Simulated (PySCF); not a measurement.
# PH3S (SMILES [PH3]=S): levels of theory compared

Wanted: a comparison of 3 runs (UPBE0/STO-6G, r2SCAN/STO-6G, UCCSD(T)/STO-6G) of PH3S. 

The calculation is run with PySCF 2.14.0.

11 further runs of the same task are left out: 1 that didn't finish, 10 set aside as unsound or not needed.

## Step 1: Starting point

PH3S: 5 atoms, total charge 0, spin state singlet. As SMILES, `[PH3]=S`. The P1–H5 distance was set to 3.067 Å, away from the relaxed value. At this shape a bond of the SMILES string is far longer than usual.

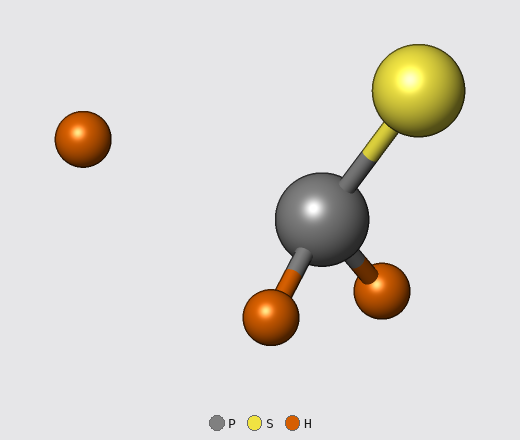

The structure, seen from a chosen angle (phosphorus grey, sulfur yellow, hydrogen orange).

## Step 2: A single-point energy at UPBE0/STO-6G (run 1)

File mol.xyz:

```xyz
5
H3PS
P     -0.498225    -1.409367     0.765971
S      0.755545    -2.343907     1.869571
H     -1.672985    -0.940837     1.352851
H     -1.038615    -2.079347    -0.330879
H      0.429710     1.162380    -0.624270
```

File input.py:

```python
from pyscf import gto, dft

mol = gto.M(
    atom='mol.xyz',
    basis='sto-6g',
    charge=0,
    max_memory=1860,
    verbose=4,
)

calc0 = dft.UKS(mol)
calc0.xc = 'pbe0'
calc0.conv_tol = 1e-10
calc0.grids.level = 5
calc0.kernel()
if not calc0.converged:
    calc0 = calc0.newton().run(calc0.mo_coeff, calc0.mo_occ)
for _ in range(3):
    mo, _, stable, _ = calc0.stability(return_status=True)
    if stable:
        break
    calc0.kernel(calc0.make_rdm1(mo, calc0.mo_occ))

e_final = calc0.e_tot
print('E(%s) = %.9f' % ('PBE0', e_final))
```

Command:

```
OMP_NUM_THREADS=1 python input.py
```

Log:

```text
PySCF version 2.14.0

[INPUT] num. atoms = 5
[INPUT] num. electrons = 34
[INPUT] charge = 0
[INPUT] spin (= nelec alpha-beta = 2S) = 0
[INPUT] symmetry False subgroup None
[INPUT] Mole.unit = angstrom
[INPUT] Symbol           X                Y                Z      unit          X                Y                Z       unit  Magmom
[INPUT]  1 P     -0.498225000000  -1.409367000000   0.765971000000 AA   -0.941508798411  -2.663317639000   1.447475409359 Bohr   0.0
[INPUT]  2 S      0.755545000000  -2.343907000000   1.869571000000 AA    1.427773124785  -4.429342291451   3.532977160429 Bohr   0.0
[INPUT]  3 H     -1.672985000000  -0.940837000000   1.352851000000 AA   -3.161483460505  -1.777924257857   2.556517877344 Bohr   0.0
[INPUT]  4 H     -1.038615000000  -2.079347000000  -0.330879000000 AA   -1.962697898865  -3.929396347936  -0.625270690370 Bohr   0.0
[INPUT]  5 H      0.429710000000   1.162380000000  -0.624270000000 AA    0.812034212987   2.196579852672  -1.179699327782 Bohr   0.0

[... 125 lines left out ...]
converged SCF energy = -738.198869370186  <S^2> = 1.2192913e-11  2S+1 = 1
[... 68 lines left out ...]
converged SCF energy = -738.267296669861  <S^2> = 0.98435244  2S+1 = 2.2220283
[... 2 lines left out ...]
E(PBE0) = -738.267296670
```

Wall time 23 s (1 thread of Arm Neoverse V2, shared host); peak memory 0.4 GiB.

## Step 3: The energy at r2SCAN/STO-6G (run 2)

File input.py:

```python
from pyscf import gto, dft

system = gto.M(
    atom=[
    ('P', (-0.498225, -1.409367, 0.765971)),
    ('S', (0.755545, -2.343907, 1.869571)),
    ('H', (-1.672985, -0.940837, 1.352851)),
    ('H', (-1.038615, -2.079347, -0.330879)),
    ('H', (0.429710, 1.162380, -0.624270)),
],
    charge=0,
    spin=0,
    basis='sto-6g',
    max_memory=1860,
    verbose=4,
)

myscf = dft.RKS(system, xc='r2scan')
myscf.grids.level = 5
myscf.conv_tol = 1e-10
myscf.kernel()
if not myscf.converged:
    myscf = myscf.newton().run(myscf.mo_coeff, myscf.mo_occ)

e_tot = myscf.e_tot
print('E(%s) = %.9f' % ('R2SCAN', e_tot))
```

Command:

```
OMP_NUM_THREADS=1 python input.py
```

Log:

```text
PySCF version 2.14.0

[INPUT] num. atoms = 5
[INPUT] num. electrons = 34
[INPUT] charge = 0
[INPUT] spin (= nelec alpha-beta = 2S) = 0
[INPUT] symmetry False subgroup None
[INPUT] Mole.unit = angstrom
[INPUT] Symbol           X                Y                Z      unit          X                Y                Z       unit  Magmom
[INPUT]  1 P     -0.498225000000  -1.409367000000   0.765971000000 AA   -0.941508798411  -2.663317639000   1.447475409359 Bohr   0.0
[INPUT]  2 S      0.755545000000  -2.343907000000   1.869571000000 AA    1.427773124785  -4.429342291451   3.532977160429 Bohr   0.0
[INPUT]  3 H     -1.672985000000  -0.940837000000   1.352851000000 AA   -3.161483460505  -1.777924257857   2.556517877344 Bohr   0.0
[INPUT]  4 H     -1.038615000000  -2.079347000000  -0.330879000000 AA   -1.962697898865  -3.929396347936  -0.625270690370 Bohr   0.0
[INPUT]  5 H      0.429710000000   1.162380000000  -0.624270000000 AA    0.812034212987   2.196579852672  -1.179699327782 Bohr   0.0

[... 82 lines left out ...]
SCF not converged.
SCF energy = -738.457189840949
[... 25 lines left out ...]
becke partition: Becke, JCP 88, 2547 (1988); DOI:10.1063/1.454033
pruning grids: <function nwchem_prune>
grids dens level: 5
symmetrized grids: False
atomic radii adjust function: <function treutler_atomic_radii_adjust>
small_rho_cutoff = 0
******** <class 'pyscf.dft.rks.RKS'> Newton solver flags ********
SCF tol = 1e-10
conv_tol_grad = None
max. SCF cycles = 50
direct_scf = True
direct_scf_tol = 1e-13
max_cycle_inner = 12
max_stepsize = 0.05
ah_start_tol = 1e+09
ah_level_shift = 0
ah_conv_tol = 1e-12
ah_lindep = 1e-14
ah_start_cycle = 1
ah_max_cycle = 40
ah_grad_trust_region = 2.5
kf_interval = 4
kf_trust_region = 5
canonicalization = True
Set conv_tol_grad to 1e-05
  HOMO = -0.0729898758063889  LUMO = -0.0443126891243131  gap/eV = 0.78035
Initial guess E= -738.457189840949  |g|= 0.000232612
macro= 0  E= -738.457189875873  delta_E= -3.49246e-08  |g|= 5.56089e-06  2 KF 6 JK
macro= 1  E= -738.457189875875  delta_E= -1.25056e-12  |g|= 3.07656e-07  1 KF 2 JK
Canonicalize SCF orbitals
macro X = 2  E=-738.457189875875  |g|= 3.07656e-07  total 4 KF 11 JK
converged SCF energy = -738.457189875875
E(R2SCAN) = -738.457189876
```

It took 18 s on 1 thread of Arm Neoverse V2, shared host; peak memory 0.27 GiB.

## Step 4: A single-point energy at UCCSD(T)/STO-6G (run 3)

File run.py:

```python
from pyscf import gto, scf, cc

molecule = gto.M(
    atom='''
P     -0.941509    -2.663318     1.447475
S      1.427773    -4.429342     3.532977
H     -3.161483    -1.777924     2.556518
H     -1.962698    -3.929396    -0.625271
H      0.812034     2.196580    -1.179699
''',
    unit='bohr',
    max_memory=1860,
    basis='sto-6g',
    verbose=4,
)

mf = scf.UHF(molecule)
mf.conv_tol = 1e-10
mf.kernel()
if not mf.converged:
    mf = mf.newton().run(mf.mo_coeff, mf.mo_occ)
for _ in range(3):
    mo, _, stable, _ = mf.stability(return_status=True)
    if stable:
        break
    mf.kernel(mf.make_rdm1(mo, mf.mo_occ))

mycc = cc.CCSD(mf, frozen=10)
mycc.kernel()
e_t = mycc.ccsd_t()
etot = mycc.e_tot + e_t
print('E(%s) = %.9f' % ('CCSD(T)', etot))
```

Command:

```
OMP_NUM_THREADS=1 python run.py
```

Log:

```text
PySCF version 2.14.0

[INPUT] num. atoms = 5
[INPUT] num. electrons = 34
[INPUT] charge = 0
[INPUT] spin (= nelec alpha-beta = 2S) = 0
[INPUT] symmetry False subgroup None
[INPUT] Mole.unit = bohr
[INPUT] Symbol           X                Y                Z      unit          X                Y                Z       unit  Magmom
[INPUT]  1 P     -0.498225106676  -1.409367191033   0.765970783376 AA   -0.941509000000  -2.663318000000   1.447475000000 Bohr   0.0
[INPUT]  2 S      0.755544933967  -2.343906845771   1.869570915105 AA    1.427773000000  -4.429342000000   3.532977000000 Bohr   0.0
[INPUT]  3 H     -1.672984756311  -0.940836863548   1.352851064907 AA   -3.161483000000  -1.777924000000   2.556518000000 Bohr   0.0
[INPUT]  4 H     -1.038615053518  -2.079346815880  -0.330879163849 AA   -1.962698000000  -3.929396000000  -0.625271000000 Bohr   0.0
[INPUT]  5 H      0.429709887292   1.162380077963  -0.624269826545 AA    0.812034000000   2.196580000000  -1.179699000000 Bohr   0.0

[... 104 lines left out ...]
converged SCF energy = -737.094181636701  <S^2> = 4.5528736e-10  2S+1 = 1
[... 72 lines left out ...]
converged SCF energy = -737.283948256873  <S^2> = 0.99887945  2S+1 = 2.2350655
[... 14 lines left out ...]
Init t2, MP2 energy = -0.0477010429010385
[... 29 lines left out ...]
UCCSD converged
[... 2 lines left out ...]
E(CCSD(T)) = -737.354239090
```

Wall time 1.1 s (1 thread of Arm Neoverse V2, shared host); peak memory 0.12 GiB.

## Step 5: All runs side by side

```tsv
run	level	follow instability	integration grid	energy (Eh)	dipole moment (D) of the reference	HOMO energy (eV)	LUMO energy (eV)	wall time
1	UPBE0/STO-6G	yes	5	-738.267297	1.59	-2.78	0.90	23 s
2	r2SCAN/STO-6G	–	5	-738.457190	2.41	-1.99	-1.21	18 s
3	UCCSD(T)/STO-6G	yes	–	-737.354239	1.22	-5.93	5.64	1.1 s
```

## Step 6: Results

| quantity | value |
| --- | --- |
| run 3: total energy | -737.35424 Eh |
| run 3: dipole moment (Hartree–Fock density) | 1.22 D |
| run 3: HOMO energy (Hartree–Fock orbitals) | -5.93 eV |
| run 3: LUMO energy (Hartree–Fock orbitals) | 5.64 eV |
| run 3: HOMO–LUMO gap (Hartree–Fock orbitals) | 11.56 eV |
| run 3: correlation energy (10 core orbitals frozen) | -70.3 mEh |
| run 3: (T) correction | -0.93 mEh |
| run 3: ⟨S²⟩ of the reference determinant | 0.999 |
| run 3: T1 diagnostic | 0.023 |

Totals of different functionals can't be ranked against each other. In runs 1, 2, 3 the basis is minimal, so the values are rough. In run 2 a closed-shell determinant meets a far-stretched bond, which it describes badly. Spin contamination of the reference: run 3 ⟨S²⟩ = 1.00, run 1 ⟨S²⟩ = 0.98. Where it is this large, the reference is a mixture of spin states, and values that rest on it are in doubt. All runs together took 42 s, the longest 23 s.
